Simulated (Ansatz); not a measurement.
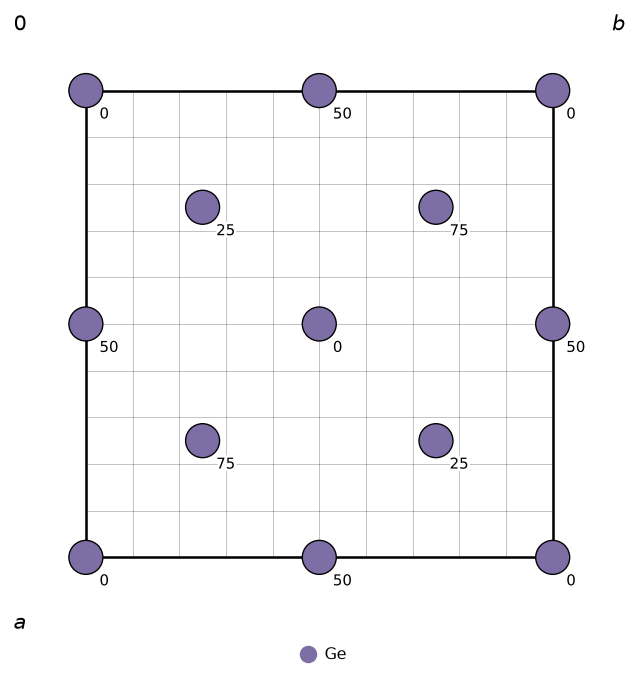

Plan of a unit cell projected along c (a down the page, b across); the numbers are heights in hundredths of c, and atoms on the cell's edges are repeated. The grid marks tenths of a and b. Source: the input geometry of an electronic-structure calculation (not necessarily at equilibrium). Symmetry computed with spglib at a tolerance of 0.002 Å; standard conventional cell.

a = 5.674 Å, b = 5.674 Å, c = 5.674 Å, α = 90.00°, β = 90.00°, γ = 90.00°.

> What does the cell contain?

8 Ge: Ge, Z = 8.

> Which space group?

No. 227, Fd-3m, origin choice 1, face-centred cubic.

> Give the independent sites, coordinates to two places.

```csv
atom,site,symmetry,x,y,z
Ge,8a,-43m,0.50,0.00,0.50
```
